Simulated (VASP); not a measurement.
Band structure of SrTiO3 (space group Pm-3m). Level of theory: PBE GGA with D3 dispersion (Becke-Johnson damping), VASP's PBE PAW potentials (set 64) (plane waves; VASP 6.6.1).

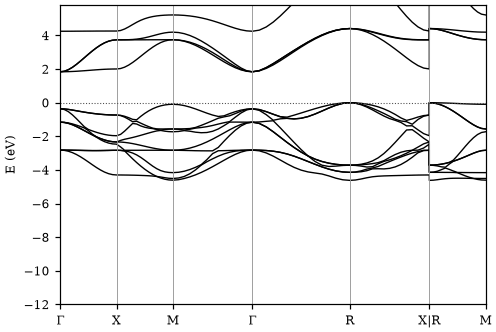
Fig. 1. Bands along high-symmetry lines, zero at the valence-band maximum or, without a gap, the Fermi level

Question: Read the plot: is there a gap, and where are the band edges?

Answer: The gap is indirect, 1.84 eV, from the valence maximum at R to the conduction minimum at Γ. (Edges off the drawn lines would not show.)

The structure comes from a measured SrTiO3 entry (Pm-3m) of the Crystallography Open Database, whose conditions weren't checked. It was relaxed first.
